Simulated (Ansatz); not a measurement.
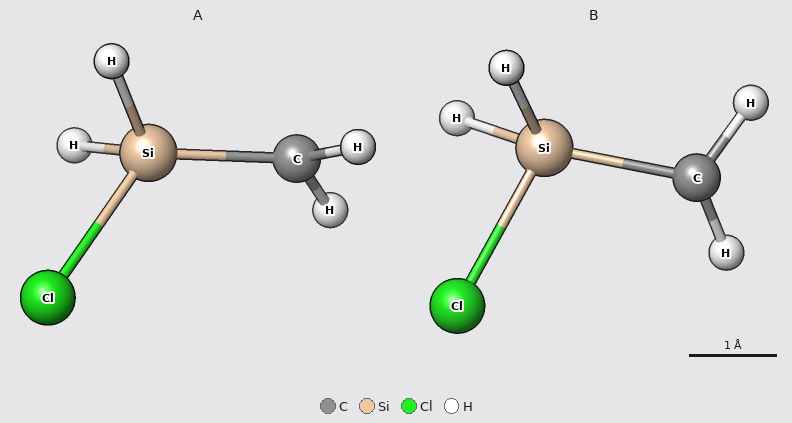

Two geometries of CH4ClSi (charge −1), drawn at one scale. One is the start of a relaxation, the other its converged end. Style: ball-and-stick. Shown face on.

Theory: Ansatz, RKS PBE0-D4/def2-TZVPD. Settings: force threshold 0.005 eV/Å; at most 200 steps.

Which of the two is the end point?

Answer. Structure A is the relaxed one. The atom that moves furthest after the best rigid fit is an H atom (0.90 Å). By element the largest moves are H 0.90 Å, Cl 0.44 Å, C 0.40 Å, Si 0.06 Å. Among the contacts that change: Cl–Si 2.161 → 2.252 Å, C–Si 1.790 → 1.741 Å, H–Si 1.511 → 1.497 Å, H–Si 1.489 → 1.497 Å. Bond angles that change, for instance: C–Si–H 135.5° → 114.8°, C–Si–Cl 106.8° → 123.7°, H–Si–H 100.2° → 109.1°. Over 8 accepted moves (9 points after the start) the energy falls by 0.391 eV. The largest force component goes from 0.78 to 0.0025 eV/Å. The line search rejected the trial step at point 6 of the run.
